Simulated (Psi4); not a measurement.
**UHF/def2-SVP (core potential, sweep point 2) run of SnH2ClO (SMILES [OH][SnH][Cl])**

Aim: the vertical electron affinity of SnH2ClO at UHF/def2-SVP (core potential, sweep point 2), from 2 runs. 

The results are computed with Psi4 1.11.

## 1. The molecule

The species is SnH2ClO (5 atoms), meant as a doublet with charge 0. As SMILES, `[OH][SnH][Cl]`. The coordinates come from a PBE0-D4/def2-TZVP relaxation. This is one conformer, not always the lowest.

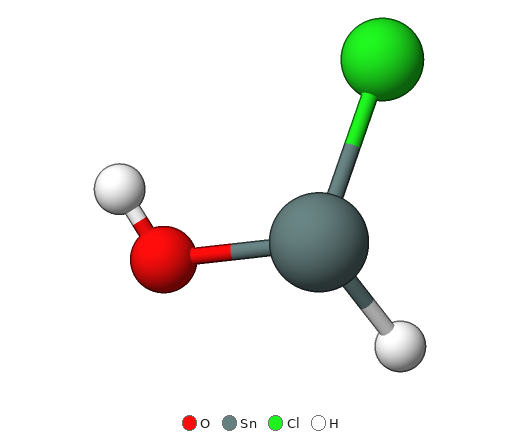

The structure, seen from a chosen angle (oxygen red, tin teal, chlorine green, hydrogen white).

## 2. A single-point energy at UHF/def2-SVP (core potential, sweep point 2)

Input file clh2osn.dat:

```
memory 1600 mb

molecule {
  0 2
  O     -1.283600     0.069700    -0.537300
  Sn     0.678700     0.118800    -0.475700
  Cl     1.263300    -1.237700     1.355600
  H     -1.653300    -0.790500    -0.318200
  H      1.044700     1.766200    -0.065800
  symmetry c1
}

set {
  basis def2-SVP
  reference uhf
  puream true
  scf_type pk
  maxiter 150
}

e, wfn = energy('scf', return_wfn=True)
```

Command:

```bash
$ psi4 -i clh2osn.dat -o clh2osn.out -n 1
```

clh2osn.out:

```text
[...]
    !!!  WARNING: ECP capability is in beta. Please check occupations closely.  !!!
[...]
  Running in c1 symmetry.
[...]
  Nuclear repulsion =  175.205929457982222
[...]
  Multiplicity = 2
[...]
  Nalpha       = 25
  Nbeta        = 24
[...]
    Number of basis functions: 68
[...]
   @UHF iter   1:  -748.56086392264058   -2.05652e+00   7.89427e-03 DIIS/ADIIS
[...]
   @UHF iter  11:  -748.69506661197397   -2.25964e-08   4.01143e-07 DIIS
[...]
   @S^2 Observed:                7.617099826E-01
[...]
    Orbital Energies [Eh]
    ---------------------
    Alpha Occupied:
       1A   -104.772321     2A    -20.548809     3A    -10.534778
       4A     -8.010669     5A     -8.006767     6A     -8.006457
       7A     -5.912593     8A     -4.103775     9A     -4.100559
      10A     -4.097746    11A     -1.390150    12A     -1.372532
      13A     -1.368143    14A     -1.365116    15A     -1.363693
      16A     -1.269080    17A     -1.060528    18A     -0.702118
      19A     -0.610474    20A     -0.531396    21A     -0.509450
      22A     -0.491855    23A     -0.455896    24A     -0.447967
      25A     -0.352122
    Alpha Virtual:
[...]
  @UHF Final Energy:  -748.69506661197397
   => Energetics <=
    Nuclear Repulsion Energy =            175.2059294579822222
    One-Electron Energy =               -1465.6091460569741685
    Two-Electron Energy =                 541.7081499870180323
    Total Energy =                       -748.6950666119739708
  UHF NO Occupations:
  HONO-2 :   23  A 1.9986541
  HONO-1 :   24  A 1.9962775
[...]
 Multipole Moments:
 ------------------------------------------------------------------------------------
     Multipole            Electronic (a.u.)      Nuclear  (a.u.)        Total (a.u.)
 ------------------------------------------------------------------------------------
 L = 1.  Multiply by 2.5417464519 to convert [e a0] to [Debye]
 Dipole X            :          8.0054789           -7.6774618            0.3280171
 Dipole Y            :         17.4801776          -17.4966484           -0.0164709
 Dipole Z            :        -25.7120083           24.8941231           -0.8178851
 Magnitude           :                                                    0.8813641
[...]
```

Wall time 2 s (1 thread of Intel Xeon Platinum 8559C (Emerald Rapids), shared host); peak memory 0.23 GiB.

## 3. The singlet anion

Input file clh2osn.in:

```
memory 1600 mb

molecule m {
  -1 1
  O     -1.283600     0.069700    -0.537300
  Sn     0.678700     0.118800    -0.475700
  Cl     1.263300    -1.237700     1.355600
  H     -1.653300    -0.790500    -0.318200
  H      1.044700     1.766200    -0.065800
  units angstrom
  symmetry c1
}

set {
  basis def2-SVP
  puream true
  scf_type pk
}

result, w = energy("scf", return_wfn=True)
```

Command:

```bash
$ psi4 -n 1 clh2osn.in clh2osn.out
```

clh2osn.out (excerpt; [...] marks lines left out):

```text
[...]
    !!!  WARNING: ECP capability is in beta. Please check occupations closely.  !!!
[...]
  Running in c1 symmetry.
[...]
  Nuclear repulsion =  175.205929457982222
[...]
  Multiplicity = 1
[...]
  Nalpha       = 25
  Nbeta        = 25
[...]
    Number of basis functions: 68
[...]
   @RHF iter   1:  -748.57595410985220   -2.07161e+00   8.53473e-03 DIIS/ADIIS
[...]
   @RHF iter   9:  -748.73024520279728   -1.99044e-08   3.98146e-07 DIIS
[...]
    Orbital Energies [Eh]
    ---------------------
    Doubly Occupied:
       1A   -104.559998     2A    -20.327925     3A    -10.323785
       4A     -7.798225     5A     -7.796361     6A     -7.796172
       7A     -5.643798     8A     -3.835602     9A     -3.832161
      10A     -3.827610    11A     -1.135345    12A     -1.106678
      13A     -1.097636    14A     -1.096362    15A     -1.092756
      16A     -1.040598    17A     -0.853544    18A     -0.473799
      19A     -0.386721    20A     -0.308012    21A     -0.291796
      22A     -0.274461    23A     -0.254777    24A     -0.245641
      25A     -0.061932
[...]
  @RHF Final Energy:  -748.73024520279728
   => Energetics <=
    Nuclear Repulsion Energy =            175.2059294579822222
    One-Electron Energy =               -1476.9489665320184031
    Two-Electron Energy =                 553.0127918712389601
    Total Energy =                       -748.7302452027972777
[...]
 Multipole Moments:
 ------------------------------------------------------------------------------------
     Multipole            Electronic (a.u.)      Nuclear  (a.u.)        Total (a.u.)
 ------------------------------------------------------------------------------------
 L = 1.  Multiply by 2.5417464519 to convert [e a0] to [Debye]
 Dipole X            :          7.5378842           -7.6774618           -0.1395776
 Dipole Y            :         17.2910635          -17.4966484           -0.2055850
 Dipole Z            :        -24.8080574           24.8941231            0.0860657
 Magnitude           :                                                    0.2629722
[...]
```

Wall time 2 s (1 thread of Intel Xeon Platinum 8559C (Emerald Rapids), shared host); peak memory 0.22 GiB.

## 4. Results

Level: UHF/def2-SVP (core potential, sweep point 2).

| quantity | value |
| --- | --- |
| doublet SnH2ClO: total energy | -748.69507 Eh |
| doublet SnH2ClO: dipole moment | 2.24 D |
| doublet SnH2ClO: HOMO energy (highest over α and β) | -9.58 eV |
| doublet SnH2ClO: LUMO energy (lowest over α and β) | -0.28 eV |
| doublet SnH2ClO: ⟨S²⟩ | 0.762 |
| singlet anion: total energy | -748.73025 Eh |
| singlet anion: HOMO energy | -1.69 eV |
| singlet anion: LUMO energy | 8.29 eV |
| singlet anion: HOMO–LUMO gap (to an unbound level, set by the basis) | 9.98 eV |
| vertical electron affinity (to the singlet anion) | 0.957 eV |

What this shows: At fixed nuclei the extra electron is bound by 0.96 eV (22.1 kcal/mol). The basis has no diffuse functions, so the error can be as large as this value.
